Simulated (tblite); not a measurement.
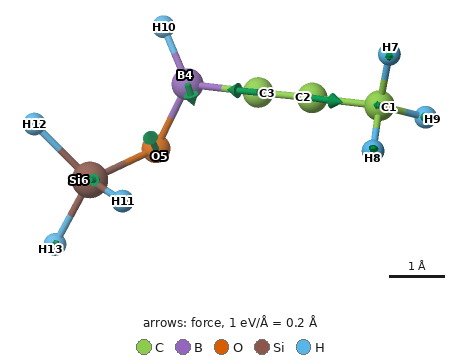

Starting geometry of C₃H₇BOSi with the computed forces as green arrows. Style: ball-and-stick. Shown at a tilt.

Theory: GFN2-xTB geometry optimisation, gas phase in tblite. 

Q: Is this structure relaxed? If not, where do the atoms go?

A: It isn't relaxed: the largest force vector, on O5, is 3.52 eV/Å. The final displacements have little in common with the starting forces (cosine between the two patterns 0.28). The largest moves after the best rigid fit, 0.94 Å, are those of O5 and H10. By element the largest moves are O 0.94 Å, H 0.93 Å, B 0.23 Å, Si 0.22 Å, C 0.14 Å. Among the contacts that change: B4–Si6 2.553 → 2.861 Å, B4–O5 1.474 → 1.325 Å, O5–Si6 1.716 → 1.610 Å, C1–C2 1.479 → 1.446 Å. Bond angles that change, for instance: B4–O5–Si6 106.1° → 154.2°, O5–Si6–H12 110.6° → 103.9°, O5–Si6–H13 109.5° → 104.3°. Groups turn about B4–O5 by about 95°, O5–Si6 by about 65°. Over 90 geometry steps the energy falls by 22.3 kcal/mol. The run took 0.47 s on 1 thread of Arm Neoverse V1, on a shared host.
